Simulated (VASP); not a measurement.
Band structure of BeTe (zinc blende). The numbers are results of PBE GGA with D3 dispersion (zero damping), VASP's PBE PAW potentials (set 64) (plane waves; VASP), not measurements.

Unless said otherwise, spin-orbit coupling is left out, though it shifts the bands of the heavy elements here.

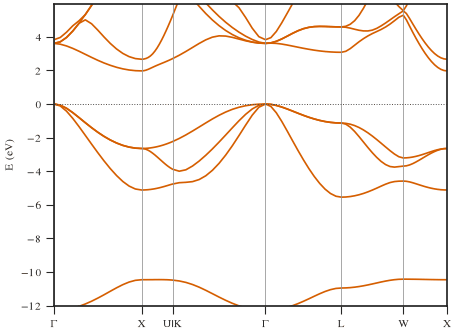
*Bands along high-symmetry lines, zero at the valence-band maximum or, without a gap, the Fermi level*

**Question.** Read the plot: is there a gap, and where are the band edges?

**Answer.** The gap is indirect, 1.97 eV, from the valence maximum at Γ to the conduction minimum at X. (Edges off the drawn lines would not show.)

Measured: gap 2.80 eV (computed value off by -0.83 eV), as given by Das et al., (2018), arXiv:1807.05623.

The compound is BeTe in the zinc blende structure. The cell was not relaxed at this level.
